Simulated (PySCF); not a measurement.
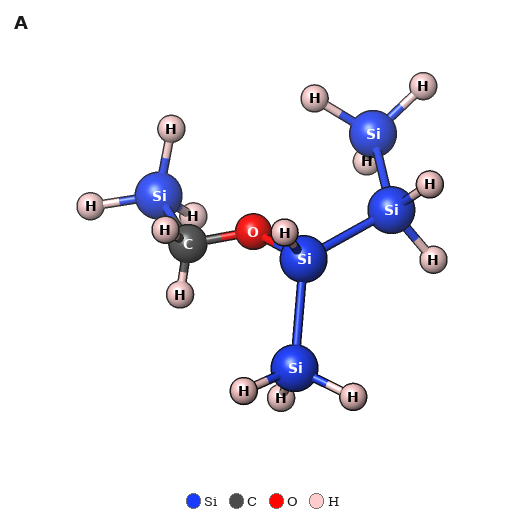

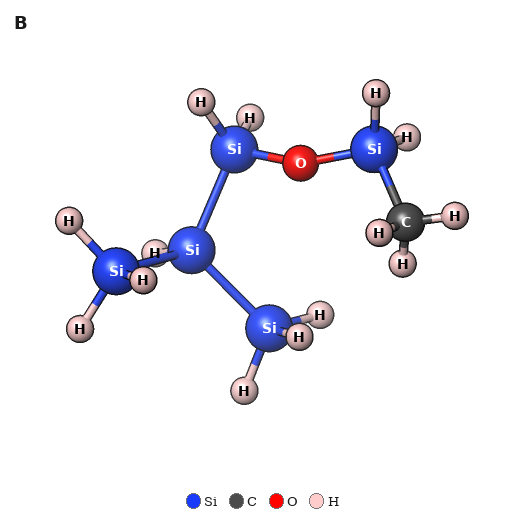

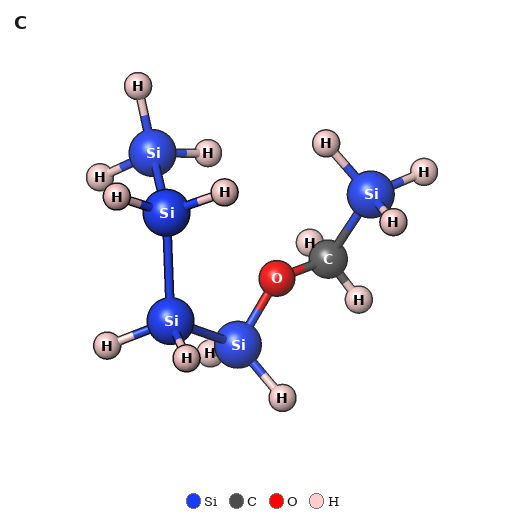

3 stationary structures of one formula. Geometries: GFN2-xTB. Electronic energies: PBE0/pcSseg-1 (PySCF 2.14.0), without zero-point energy. No frequency run is at hand to confirm each as a minimum. Each is one conformer, not always the lowest.

**How are they related?**

They are constitutional isomers of CH14OSi5: A `[SiH3]CO[Si@@H]([SiH3])[SiH2][SiH3]`, B `C[SiH2]O[SiH2][SiH]([SiH3])[SiH3]`, C `[SiH3]CO[SiH2][SiH2][SiH2][SiH3]`.

**Rank them by energy, lowest first.**

B is lowest; C lies 48.7 kcal/mol above it, A lies 51.6 kcal/mol above it.

The geometry is semi-empirical. Around Si such bond lengths and angles can be off by a tenth of an ångström or more and by several degrees, and values that hang on the shape move with them.
